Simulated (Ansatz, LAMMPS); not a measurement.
# Structural relaxation of Li+ TFSI- in 1,3-dioxolane, from a frame at 350 K (197 atoms), part 2 of 3

Aim: bring Li+ TFSI- in 1,3-dioxolane, from a frame at 350 K (197 atoms) to a nearby minimum of the energy and see what moves.

Ansatz 0.2.0; Kohn-Sham DFT, r2SCAN+D4, PAW (set soft_2), plane waves.

The cell: 2 N, 4 S, 38 O, 49 C, 12 F, 90 H and 2 Li. The network of contacts between molecules at the start is that of the classical potential that made the cell. The density was typed from a rule of thumb and may lie off the real one at this temperature. Sampling is at Γ alone, for a cell whose shortest periodic width is 13 Å.

So far. Step 3 (Single point at the start): The r.m.s. force component of 0.97 eV/Å and the pressure of 0.88 GPa set the starting point.

### Step 4. Relaxation

With the cell held, the atoms are moved downhill towards a nearby minimum.

File input.yaml:

```yaml
crystal:
  lattice:
    - [13.09602, 0.0, 0.0]
    - [0.0, 13.09602, 0.0]
    - [0.0, 0.0, 13.09602]
  atoms:
    [... the 197 atom lines of step 3 ...]
kpoints:
  mp_grid: { grid: [1, 1, 1] }
hamiltonian:
  xc: r2scan
  dispersion: d4
scf:
  occupations: { method: gaussian, width: 0.025 }
output:
  forces: true
relax:
  f_tol: 0.05
  max_steps: 200
```

On the command line:

```
ansatz run input.yaml --threads 4 --pin off --max-ram 8192MiB --backend cpu --events-out ev --progress --plain --runs-dir out
```

Numbers of over 12 decimals in the logs are rounded to 6 here.

Log:

```text
[...]
Crystal: 197 atoms, lattice volume = 2246.043 Å³
Basis set: ecut = 500 eV, 57243 PW (Γ), exchange–correlation on 384×384×384 points (64 copies of the dense FFT grid, shifted against one another)
Bands: 516, of which v1, the nominal top of the filled ones, is band 319 counted from 1 (318 counted from 0)
Symmetry: 1 space group operations
[...]
k-points: 1
[...]
SCF iter   1: F=—  HF=-49858.527043 eV  |F-HF|=—  |Δ(HF+E_count)|=         —  Δρ=1.11e-2  dr2=3.61e0  dr2_τ=1.58e1  ethr=1.77e-3  ⟨swp⟩=6.0  Hψ=2480  notcnv=0  defer=85
[...]
SCF iter   3: F=—  HF=-49856.684705 eV  |F-HF|=—  |Δ(HF+E_count)|=   9.62e-2  Δρ=2.14e-3  dr2=1.44e-1  dr2_τ=7.92e-3  ethr=9.27e-5  ⟨swp⟩=8.0  Hψ=551  notcnv=0  defer=47
automatic band count: iteration 3 solves 370 bands in place of 516: the levels show a gap, and the empty bands left out lie too high to hold charge; the band table lists the bands solved (type scf.n_extra_bands for more)
SCF iter   4: F=—  HF=-49856.676379 eV  |F-HF|=—  |Δ(HF+E_count)|=   8.33e-3  Δρ=8.72e-4  dr2=2.05e-2  dr2_τ=2.18e-3  ethr=2.25e-5  ⟨swp⟩=3.0  Hψ=735  notcnv=0  defer=47
[...]
SCF iter   9: F=-49856.684991 eV  HF=-49856.684988 eV  |F-HF|=3.12e-6  |Δ(HF+E_count)|=   1.80e-5  Δρ=6.73e-6  dr2=1.38e-6  dr2_τ=1.27e-7  ethr=1.87e-9  ⟨swp⟩=2.0  Hψ=1066  notcnv=0
SCF 1 converged in 9 iterations: F = -49856.684991 eV  dr2 = 1.38e-6
[...]
relax step   1: F+E_penalty+E_count = -49856.68499121 eV  Δ(F+E_penalty+E_count) = +0.000e0 eV  max|allowed force component| = 5.306e0 eV/Å  Δτ_max = 0.0000 Å  (9 SCF iters, dr2 threshold 6.25e-5 eV, accepted)
[... from here on, the SCF cycles and remarks between the steps are left out ...]
relax step   2: F+E_penalty+E_count = -49864.85409380 eV  Δ(F+E_penalty+E_count) = -8.169e0 eV  max|allowed force component| = 1.885e0 eV/Å  Δτ_max = 0.1944 Å  (7 SCF iters, dr2 threshold 1.00e-4 eV, accepted)
relax step   3: F+E_penalty+E_count = -49866.48939065 eV  Δ(F+E_penalty+E_count) = -1.635e0 eV  max|allowed force component| = 1.275e0 eV/Å  Δτ_max = 0.1931 Å  (7 SCF iters, dr2 threshold 1.00e-4 eV, accepted)
relax step   4: F+E_penalty+E_count = -49866.99919899 eV  Δ(F+E_penalty+E_count) = -5.098e-1 eV  max|allowed force component| = 7.125e-1 eV/Å  Δτ_max = 0.1938 Å  (7 SCF iters, dr2 threshold 1.00e-4 eV, accepted)
relax step   5: F+E_penalty+E_count = -49867.27572093 eV  Δ(F+E_penalty+E_count) = -2.765e-1 eV  max|allowed force component| = 2.973e-1 eV/Å  Δτ_max = 0.1948 Å  (7 SCF iters, dr2 threshold 1.00e-4 eV, accepted)
relax step   6: F+E_penalty+E_count = -49867.43963274 eV  Δ(F+E_penalty+E_count) = -1.639e-1 eV  max|allowed force component| = 2.401e-1 eV/Å  Δτ_max = 0.1951 Å  (8 SCF iters, dr2 threshold 1.54e-5 eV, accepted)
relax step   7: F+E_penalty+E_count = -49867.57367372 eV  Δ(F+E_penalty+E_count) = -1.340e-1 eV  max|allowed force component| = 2.242e-1 eV/Å  Δτ_max = 0.1914 Å  (8 SCF iters, dr2 threshold 1.00e-5 eV, accepted)
relax step   8: F+E_penalty+E_count = -49867.67807246 eV  Δ(F+E_penalty+E_count) = -1.044e-1 eV  max|allowed force component| = 2.290e-1 eV/Å  Δτ_max = 0.1949 Å  (7 SCF iters, dr2 threshold 3.28e-5 eV, accepted)
relax step   9: F+E_penalty+E_count = -49867.75784065 eV  Δ(F+E_penalty+E_count) = -7.977e-2 eV  max|allowed force component| = 2.648e-1 eV/Å  Δτ_max = 0.1950 Å  (7 SCF iters, dr2 threshold 4.57e-5 eV, accepted)
relax step  10: F+E_penalty+E_count = -49867.82175186 eV  Δ(F+E_penalty+E_count) = -6.391e-2 eV  max|allowed force component| = 3.066e-1 eV/Å  Δτ_max = 0.1894 Å  (7 SCF iters, dr2 threshold 7.01e-5 eV, accepted)
relax step  11: F+E_penalty+E_count = -49867.88086183 eV  Δ(F+E_penalty+E_count) = -5.911e-2 eV  max|allowed force component| = 3.316e-1 eV/Å  Δτ_max = 0.1587 Å  (7 SCF iters, dr2 threshold 9.40e-5 eV, accepted)
relax step  12: F+E_penalty+E_count = -49867.93928788 eV  Δ(F+E_penalty+E_count) = -5.843e-2 eV  max|allowed force component| = 3.371e-1 eV/Å  Δτ_max = 0.1952 Å  (7 SCF iters, dr2 threshold 1.00e-4 eV, accepted)
relax step  13: F+E_penalty+E_count = -49867.98846739 eV  Δ(F+E_penalty+E_count) = -4.918e-2 eV  max|allowed force component| = 3.142e-1 eV/Å  Δτ_max = 0.1951 Å  (7 SCF iters, dr2 threshold 1.00e-4 eV, accepted)
relax step  14: F+E_penalty+E_count = -49868.03507452 eV  Δ(F+E_penalty+E_count) = -4.661e-2 eV  max|allowed force component| = 3.324e-1 eV/Å  Δτ_max = 0.1948 Å  (7 SCF iters, dr2 threshold 8.58e-5 eV, accepted)
relax step  15: F+E_penalty+E_count = -49868.07865383 eV  Δ(F+E_penalty+E_count) = -4.358e-2 eV  max|allowed force component| = 3.568e-1 eV/Å  Δτ_max = 0.1910 Å  (7 SCF iters, dr2 threshold 9.60e-5 eV, accepted)
relax step  16: F+E_penalty+E_count = -49868.12004078 eV  Δ(F+E_penalty+E_count) = -4.139e-2 eV  max|allowed force component| = 3.652e-1 eV/Å  Δτ_max = 0.1948 Å  (7 SCF iters, dr2 threshold 1.00e-4 eV, accepted)
relax step  17: F+E_penalty+E_count = -49868.14924469 eV  Δ(F+E_penalty+E_count) = -2.920e-2 eV  max|allowed force component| = 4.275e-1 eV/Å  Δτ_max = 0.1998 Å  (7 SCF iters, dr2 threshold 1.00e-4 eV, accepted)
relax step  18: F+E_penalty+E_count = -49868.18410080 eV  Δ(F+E_penalty+E_count) = -3.486e-2 eV  max|allowed force component| = 3.042e-1 eV/Å  Δτ_max = 0.0954 Å  (6 SCF iters, dr2 threshold 1.00e-4 eV, accepted)
relax step  19: F+E_penalty+E_count = -49868.23257782 eV  Δ(F+E_penalty+E_count) = -4.848e-2 eV  max|allowed force component| = 1.235e-1 eV/Å  Δτ_max = 0.1953 Å  (7 SCF iters, dr2 threshold 4.69e-5 eV, accepted)
relax step  20: F+E_penalty+E_count = -49868.27068178 eV  Δ(F+E_penalty+E_count) = -3.810e-2 eV  max|allowed force component| = 1.552e-1 eV/Å  Δτ_max = 0.1942 Å  (8 SCF iters, dr2 threshold 2.51e-6 eV, accepted)
relax step  21: F+E_penalty+E_count = -49868.30313761 eV  Δ(F+E_penalty+E_count) = -3.246e-2 eV  max|allowed force component| = 2.296e-1 eV/Å  Δτ_max = 0.1967 Å  (8 SCF iters, dr2 threshold 3.97e-6 eV, accepted)
relax step  22: F+E_penalty+E_count = -49868.32841184 eV  Δ(F+E_penalty+E_count) = -2.527e-2 eV  max|allowed force component| = 3.213e-1 eV/Å  Δτ_max = 0.1949 Å  (7 SCF iters, dr2 threshold 5.27e-5 eV, accepted)
relax step  23: F+E_penalty+E_count = -49868.35743380 eV  Δ(F+E_penalty+E_count) = -2.902e-2 eV  max|allowed force component| = 2.694e-1 eV/Å  Δτ_max = 0.1056 Å  (6 SCF iters, dr2 threshold 1.00e-4 eV, accepted)
relax step  24: F+E_penalty+E_count = -49868.41125435 eV  Δ(F+E_penalty+E_count) = -5.382e-2 eV  max|allowed force component| = 1.864e-1 eV/Å  Δτ_max = 0.1999 Å  (7 SCF iters, dr2 threshold 5.10e-5 eV, accepted)
[...]
relax step  40: F+E_penalty+E_count = -49868.67338656 eV  Δ(F+E_penalty+E_count) = -5.264e-3 eV  max|allowed force component| = 2.891e-1 eV/Å  Δτ_max = 0.1545 Å  (7 SCF iters, dr2 threshold 3.73e-5 eV, accepted)
relax step  41: F+E_penalty+E_count = -49868.67715504 eV  Δ(F+E_penalty+E_count) = -3.768e-3 eV  max|allowed force component| = 3.080e-1 eV/Å  Δτ_max = 0.0661 Å  (6 SCF iters, dr2 threshold 8.36e-5 eV, accepted)
relax step  42: F+E_penalty+E_count = -49868.68460986 eV  Δ(F+E_penalty+E_count) = -7.455e-3 eV  max|allowed force component| = 2.913e-1 eV/Å  Δτ_max = 0.0848 Å  (7 SCF iters, dr2 threshold 9.49e-5 eV, accepted)
relax step  43: F+E_penalty+E_count = -49868.69101051 eV  Δ(F+E_penalty+E_count) = -6.401e-3 eV  max|allowed force component| = 1.822e-1 eV/Å  Δτ_max = 0.1515 Å  (7 SCF iters, dr2 threshold 7.59e-5 eV, accepted)
relax step  44: F+E_penalty+E_count = -49868.69514277 eV  Δ(F+E_penalty+E_count) = -4.132e-3 eV  max|allowed force component| = 1.012e-1 eV/Å  Δτ_max = 0.0779 Å  (7 SCF iters, dr2 threshold 1.30e-5 eV, accepted)
relax step  45: F+E_penalty+E_count = -49868.70141684 eV  Δ(F+E_penalty+E_count) = -6.274e-3 eV  max|allowed force component| = 8.235e-2 eV/Å  Δτ_max = 0.1137 Å  (7 SCF iters, dr2 threshold 3.16e-6 eV, accepted)
relax step  46: F+E_penalty+E_count = -49868.70508715 eV  Δ(F+E_penalty+E_count) = -3.670e-3 eV  max|allowed force component| = 1.219e-1 eV/Å  Δτ_max = 0.1357 Å  (10 SCF iters, accepted)
relax step  47: F+E_penalty+E_count = -49868.70746327 eV  Δ(F+E_penalty+E_count) = -2.376e-3 eV  max|allowed force component| = 9.220e-2 eV/Å  Δτ_max = 0.0640 Å  (6 SCF iters, dr2 threshold 9.83e-6 eV, accepted)
relax step  48: F+E_penalty+E_count = -49868.70999572 eV  Δ(F+E_penalty+E_count) = -2.532e-3 eV  max|allowed force component| = 5.328e-2 eV/Å  Δτ_max = 0.0929 Å  (7 SCF iters, dr2 threshold 4.87e-6 eV, accepted)
relax step  49: F+E_penalty+E_count = -49868.71101570 eV  Δ(F+E_penalty+E_count) = -1.020e-3 eV  max|allowed force component| = 6.121e-2 eV/Å  Δτ_max = 0.0572 Å  (9 SCF iters, accepted)
relax step  50: F+E_penalty+E_count = -49868.71185468 eV  Δ(F+E_penalty+E_count) = -8.390e-4 eV  max|allowed force component| = 3.743e-2 eV/Å  Δτ_max = 0.0528 Å  (9 SCF iters, accepted)
[...]
SCF iter   2: F=-49868.711855 eV  HF=-49868.711855 eV  |F-HF|=1.61e-8  |Δ(HF+E_count)|=   1.43e-8  Δρ=3.65e-7  dr2=5.51e-9  dr2_τ=6.66e-10  ethr=3.77e-12  ⟨swp⟩=4.0  Hψ=1154  notcnv=0
SCF 51 converged in 2 iterations: F = -49868.711855 eV  dr2 = 5.51e-9
SCF converged after 2 iterations
Free energy (F): -49868.711855 eV
[...]
Internal energy: -49868.711855 eV  (E = F + TS)
E sigma→0 (E₀):  -49868.711855 eV
Fermi energy:    1.933872 eV
[...]
--- Forces (eV/Å), atoms counted from 1 ---
  atom   1  N     -0.00175007     0.00384497     0.01097218
  atom   2  S     -0.00661278    -0.00249119    -0.00918122
  atom   3  O     -0.00089280    -0.00409337    -0.00182366
  atom   4  O      0.00633234     0.00346569     0.00285130
  atom   5  C      0.00219182     0.00704679    -0.00080020
  atom   6  F      0.00069743    -0.00166479    -0.00065812
  atom   7  F      0.00161230    -0.00290205     0.00130647
  atom   8  F     -0.00159941    -0.00190201     0.00122750
  atom   9  S      0.00774735    -0.00174348    -0.00720724
  atom  10  O      0.00156831    -0.00062036    -0.00095309
  atom  11  O     -0.00683544     0.00366888    -0.00004512
  atom  12  C     -0.00653944    -0.00175335     0.00248748
  atom  13  F      0.00525722     0.00200922     0.00267717
  atom  14  F      0.00044065     0.00077863    -0.00000277
[...]
atom 196  Li     0.00127544    -0.00385049     0.00258275
  atom 197  Li     0.00146711    -0.00219743     0.00062224
  max |Σ_I F_I| component: 1.86e-4 eV/Å
--- Relaxed structure (50 steps of the walk, 50 accepted, 0 SCFs on fresh bases) ---
  F+E_penalty+E_count = -49868.71185468 eV   max|allowed force component| = 3.743e-2 eV/Å
  atoms:
    - { symbol: N, position: [0.546537, 0.141975, 0.782537] }
    - { symbol: S, position: [0.602489, 0.039717, 0.814354] }
    - { symbol: O, position: [0.559380, 0.951543, 0.766403] }
    - { symbol: O, position: [0.712871, 0.046531, 0.819790] }
[...]
- { symbol: Li, position: [0.327965, 0.566561, 0.387416] }
```

Wall time 17 min (4 threads of AMD EPYC 9R45, shared host); peak memory 6.4 GiB.

Step by step (22 of 50):

| step | energy less that of the first step (eV) | largest force component (eV/Å) |
| --- | --- | --- |
| 1 | 0.0000 | 5.3058 |
| 3 | -9.8044 | 1.2745 |
| 6 | -10.7546 | 0.2401 |
| 8 | -10.9931 | 0.2290 |
| 10 | -11.1368 | 0.3066 |
| 13 | -11.3035 | 0.3142 |
| 15 | -11.3937 | 0.3568 |
| 17 | -11.4643 | 0.4275 |
| 20 | -11.5857 | 0.1552 |
| 22 | -11.6434 | 0.3213 |
| 24 | -11.7263 | 0.1864 |
| 27 | -11.8212 | 0.3197 |
| 29 | -11.8800 | 0.2538 |
| 31 | -11.9250 | 0.1252 |
| 34 | -11.9567 | 0.0895 |
| 36 | -11.9681 | 0.1134 |
| 38 | -11.9770 | 0.1697 |
| 41 | -11.9922 | 0.3080 |
| 43 | -12.0060 | 0.1822 |
| 45 | -12.0164 | 0.0824 |
| 48 | -12.0250 | 0.0533 |
| 50 | -12.0269 | 0.0374 |

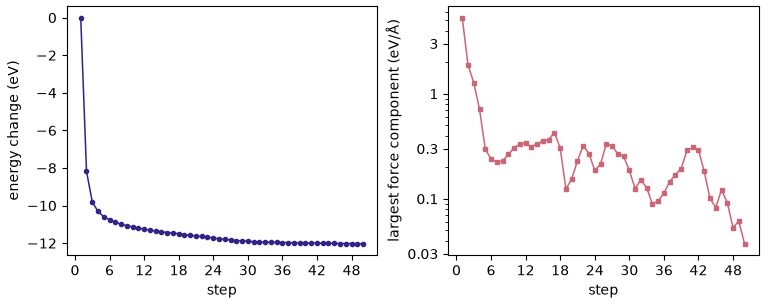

Energy and largest force along the relaxation.

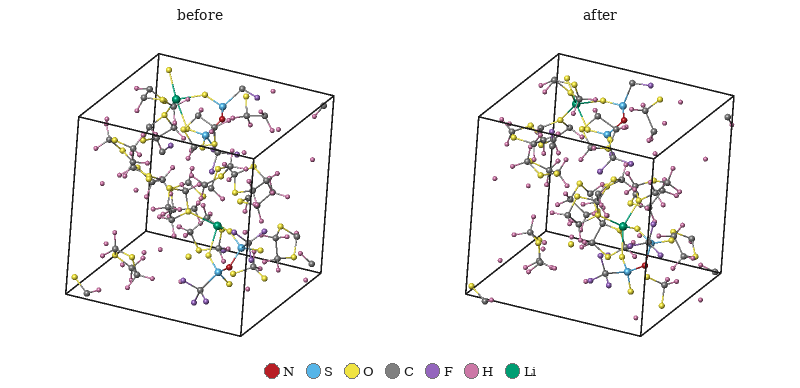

The structure before and after the relaxation, drawn at the same scale. Bonds to atoms that aren't drawn are left out.

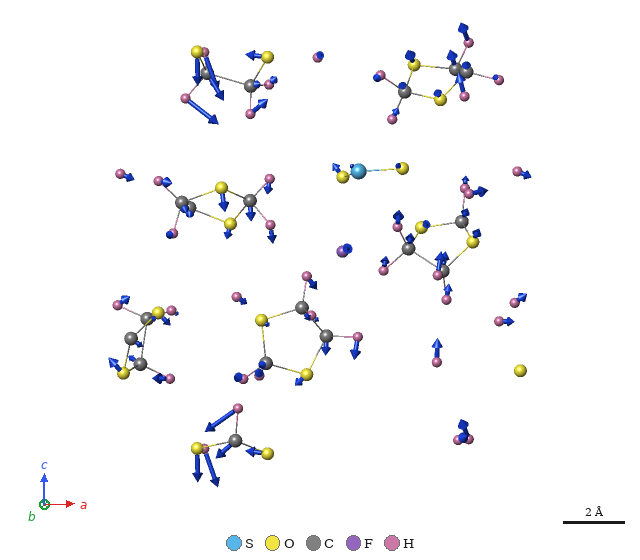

Displacements in the relaxation, scaled; the longest in the cell stands for 2.83 Å. Drawn is a slice 4 Å thick, seen along the normal of the ac plane. Bonds to atoms that aren't drawn are left out.

The atoms that moved most (Å):

| atom | dx | dy | dz | length |
| --- | --- | --- | --- | --- |
| H69 | 2.032 | -1.216 | -1.559 | 2.835 |
| H73 | -2.063 | 0.585 | -1.521 | 2.629 |
| H70 | 0.840 | -0.289 | -2.421 | 2.578 |
| H85 | -0.315 | 2.440 | 0.274 | 2.475 |
| H40 | -2.060 | 0.781 | 0.539 | 2.268 |
| H41 | -1.152 | 1.710 | -0.837 | 2.225 |
| H92 | -0.459 | -0.397 | 2.133 | 2.218 |
| H102 | 0.661 | 2.071 | 0.115 | 2.177 |

The relaxation changed the energy by -61.0 meV/atom, and atoms moved by 1.1 Å r.m.s., 2.8 Å at most.

### Step 5. Structure statistics after relaxation

Density 1.25 g/cm³, 11.40 Å³ an atom.

g(r), total and by pair (bins of 0.2 Å):

| r (Å) | total | H-H | H-C | H-O | H-F | H-S | H-Li |
| --- | --- | --- | --- | --- | --- | --- | --- |
| 1.00 | 3.15 | 0.00 | 13.85 | 0.00 | 0.00 | 0.00 | 0.00 |
| 1.20 | 0.40 | 0.00 | 1.76 | 0.00 | 0.00 | 0.00 | 0.00 |
| 1.40 | 1.86 | 0.00 | 0.00 | 0.00 | 0.00 | 0.00 | 0.00 |
| 1.60 | 0.37 | 0.00 | 0.00 | 0.00 | 0.00 | 0.00 | 0.00 |
| 1.80 | 0.70 | 3.09 | 0.00 | 0.00 | 0.00 | 0.00 | 0.00 |
| 2.00 | 1.39 | 0.00 | 0.00 | 7.35 | 0.00 | 0.00 | 0.00 |
| 2.20 | 1.10 | 0.04 | 2.54 | 0.00 | 0.00 | 0.00 | 0.00 |
| 2.40 | 0.70 | 1.67 | 0.00 | 0.13 | 0.00 | 0.00 | 0.00 |
| 2.60 | 0.81 | 1.33 | 0.88 | 0.62 | 0.60 | 0.00 | 0.75 |
| 2.80 | 0.84 | 1.06 | 0.56 | 1.95 | 1.08 | 0.00 | 0.00 |
| 3.00 | 1.11 | 1.27 | 1.11 | 1.47 | 1.56 | 0.54 | 2.12 |
| 3.20 | 1.09 | 0.74 | 1.93 | 1.46 | 0.81 | 0.25 | 4.39 |
| 3.40 | 0.65 | 0.61 | 0.73 | 0.45 | 0.66 | 1.28 | 2.13 |
| 3.60 | 0.94 | 1.24 | 1.06 | 0.54 | 0.83 | 1.17 | 1.14 |
| 3.80 | 0.93 | 1.08 | 0.97 | 0.64 | 0.75 | 1.37 | 0.36 |
| 4.00 | 0.94 | 1.38 | 0.97 | 0.57 | 0.52 | 1.71 | 1.56 |
| 4.20 | 0.93 | 0.95 | 0.92 | 1.00 | 0.94 | 0.43 | 0.28 |
| 4.40 | 1.01 | 1.17 | 0.89 | 0.96 | 1.03 | 0.27 | 0.75 |
| 4.60 | 1.06 | 0.98 | 0.95 | 1.14 | 1.37 | 0.82 | 0.93 |
| 4.80 | 1.06 | 0.97 | 1.07 | 0.99 | 1.16 | 0.53 | 0.66 |
| 5.00 | 1.00 | 0.94 | 0.93 | 0.99 | 1.20 | 1.29 | 0.80 |
| 5.20 | 1.02 | 0.86 | 0.95 | 0.90 | 1.01 | 1.38 | 1.29 |
| 5.40 | 1.02 | 0.84 | 1.10 | 1.01 | 1.44 | 1.19 | 0.50 |
| 5.60 | 1.11 | 0.90 | 1.08 | 1.12 | 1.05 | 1.18 | 0.64 |
| 5.80 | 1.08 | 1.08 | 0.97 | 1.11 | 0.98 | 0.96 | 0.88 |
| 6.00 | 1.03 | 1.09 | 1.02 | 1.04 | 0.92 | 1.30 | 0.81 |
| 6.20 | 1.02 | 1.06 | 0.90 | 0.95 | 1.14 | 1.74 | 1.43 |
| 6.40 | 0.94 | 0.78 | 0.99 | 0.99 | 1.19 | 0.97 | 1.34 |

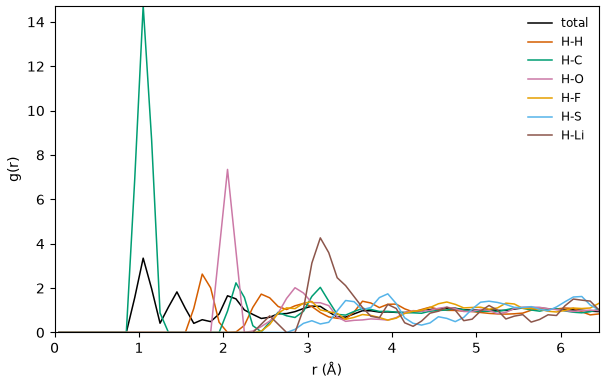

Pair distribution functions, lightly smoothed, with peaks cut at 14.

(Continued in part 3 of 3.)

[Logs are printed without paths, hosts, clocks, repeated set-up lines and the standing remarks that a program may print on its own settings, such as how far it seeks lower states.]

[Hosts, paths, dates, database ids (printed as entryN), source tags and the programs' standing remarks are cut or masked in the printed files.]
